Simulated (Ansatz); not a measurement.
# Ga6H18Sb6 (charge −1, doublet): what the fields show

Input file:

```
crystal:
  periodic: [false, false, false]
  atoms:
    - {symbol: Sb, position_ang: [0.077255, -2.740762, -2.008185]}
    - {symbol: Ga, position_ang: [-2.215266, -1.279456, -1.284250]}
    - {symbol: Ga, position_ang: [-0.037664, -2.707274, 2.323187]}
    - {symbol: Sb, position_ang: [-2.043669, -1.179491, 1.388254]}
    - {symbol: Sb, position_ang: [-2.334673, 1.436088, -2.009224]}
    - {symbol: Ga, position_ang: [-2.362599, 1.322008, 2.322813]}
    - {symbol: Ga, position_ang: [2.273187, -1.478987, -1.140327]}
    - {symbol: Sb, position_ang: [2.028385, -1.191349, 1.488841]}
    - {symbol: Sb, position_ang: [1.773417, 1.022330, -2.052225]}
    - {symbol: Ga, position_ang: [-0.143337, 2.706621, -1.141868]}
    - {symbol: Ga, position_ang: [2.399949, 1.385455, 2.179530]}
    - {symbol: Sb, position_ang: [-0.016861, 2.352222, 1.487657]}
    - {symbol: H, position_ang: [0.650988, -4.393673, -2.316897]}
    - {symbol: H, position_ang: [0.195900, -2.324793, -3.685142]}
    - {symbol: H, position_ang: [-3.518597, -2.033460, -1.824408]}
    - {symbol: H, position_ang: [0.007788, -4.046454, 1.462119]}
    - {symbol: H, position_ang: [-0.065638, -2.748778, 3.909285]}
    - {symbol: H, position_ang: [-3.468991, -2.001967, 1.916227]}
    - {symbol: H, position_ang: [-1.915498, 1.330062, -3.686567]}
    - {symbol: H, position_ang: [-3.477309, 2.760737, -2.321994]}
    - {symbol: H, position_ang: [-3.499941, 2.031363, 1.462557]}
    - {symbol: H, position_ang: [-2.412086, 1.318170, 3.909027]}
    - {symbol: H, position_ang: [3.664206, -1.977553, -1.721871]}
    - {symbol: H, position_ang: [3.454348, -2.000396, 2.028788]}
    - {symbol: H, position_ang: [1.525939, 0.877961, -3.754152]}
    - {symbol: H, position_ang: [3.267527, 1.885276, -2.195125]}
    - {symbol: H, position_ang: [0.121211, 4.160187, -1.724093]}
    - {symbol: H, position_ang: [2.607207, 1.505681, 3.748002]}
    - {symbol: H, position_ang: [3.459161, 1.996335, 1.158867]}
    - {symbol: H, position_ang: [-0.004141, 3.992098, 2.026271]}
basis:
  gaussian: {orbitals: def2-TZVP, fitting: {mean_field: def2-universal-jkfit}, initial_orbitals: start.molden}
total_charge: -1
magnetization: {spin_polarized: true, initial_magnetization: 1}
hamiltonian: {xc: pbe0, dispersion: d4}
scf: {omitted_lower_state_checks: [starts]}
output: {orbitals: {seedname: orbitals}}
```

Command:

```sh
ansatz run in.yaml --threads 2 --pin off --events-out ev --progress --plain --max-ram 32768MiB --backend cuda --devices 0, --max-vram 18GiB
```

Geometry: PBE-D4/def2-SVP; core potentials replace the inner electrons of Sb.

All numbers below come from Ansatz, UKS PBE0-D4/def2-TZVP.

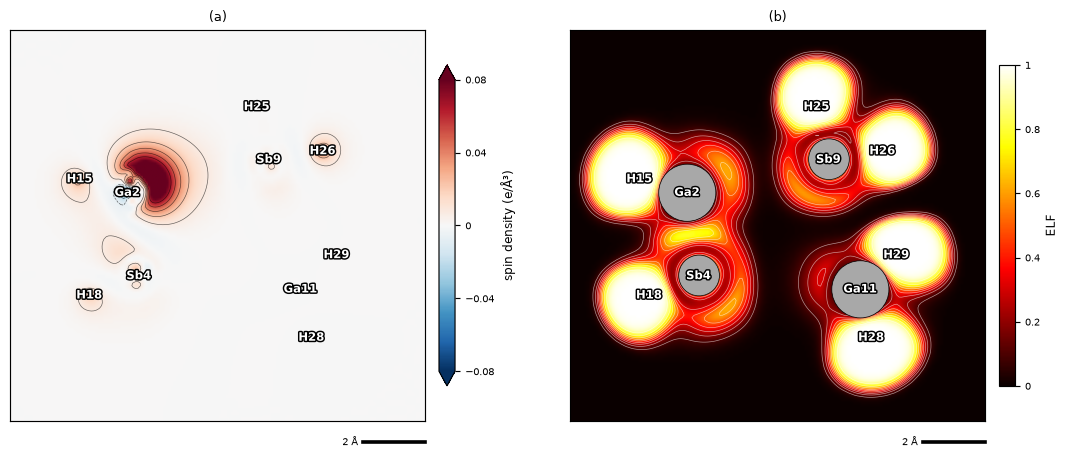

Figure 1. (a) spin density (α minus β); (b) electron localisation function on the plane of atoms H28, Ga11 and H29. Grey discs cover the atomic cores in the ELF map.

Describe what can be read from this map.

Atoms in the plane: Ga, Sb and H. Ga–Sb (2.68 Å): the ELF peaks at about 0.75 between the atoms; a shared electron pair. Ga–H (1.59 Å): the ELF climbs to about 1 towards the hydrogen. Sb–H (1.73 Å): the ELF climbs to about 1 towards the hydrogen. The unpaired spin (1 electron) lies mostly on Ga2 (about 0.3), Sb1 (about 0.2), Sb5 (about 0.2), H13 (about 0.1) and H20 (about 0.1), in electrons by Hirshfeld's partition.

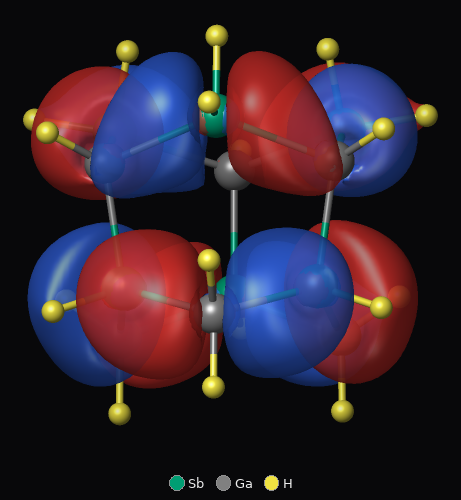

Figure 2. The HOMO−1 (α) at ±0.04 Å⁻³ᐟ² (blue and red are the two phases), seen across its widest extent.

Describe this orbital and give its energy.

Its weight (Hirshfeld) is mainly on Sb8 (about 15 %), Sb12 (about 15 %), Ga11 (about 10 %), Sb1 (about 10 %), Sb5 (about 10 %) and Sb4 (about 10 %). Its energy is −3.91 eV.

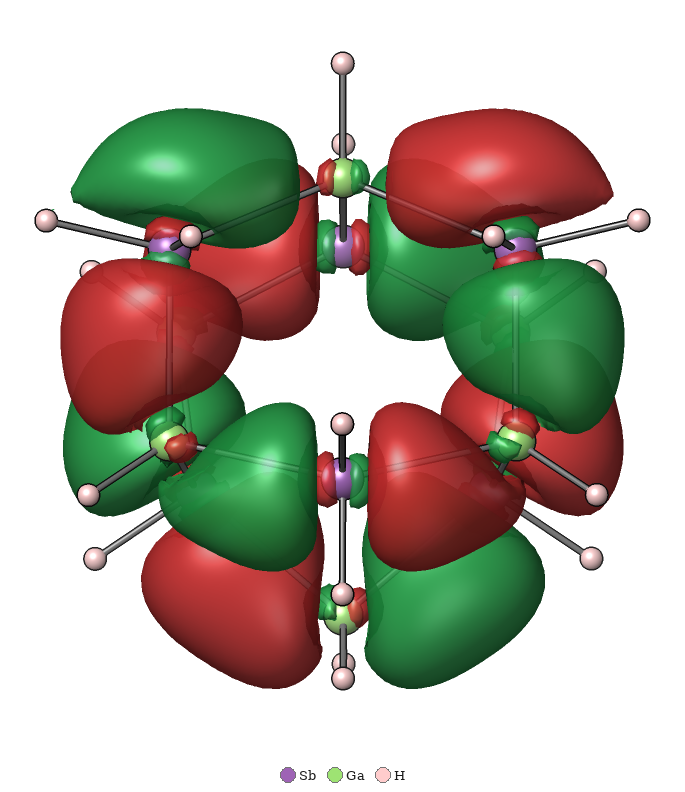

Figure 3. The HOMO (β) at ±0.05 Å⁻³ᐟ² (green and red are the two phases), seen from one side.

Describe this orbital and give its energy.

It lies mainly on Sb8 (about 15 %), Sb12 (about 15 %), Sb5 (about 10 %), Sb1 (about 10 %), Ga11 (about 10 %) and Sb4 (about 10 %). Its energy is −3.88 eV.
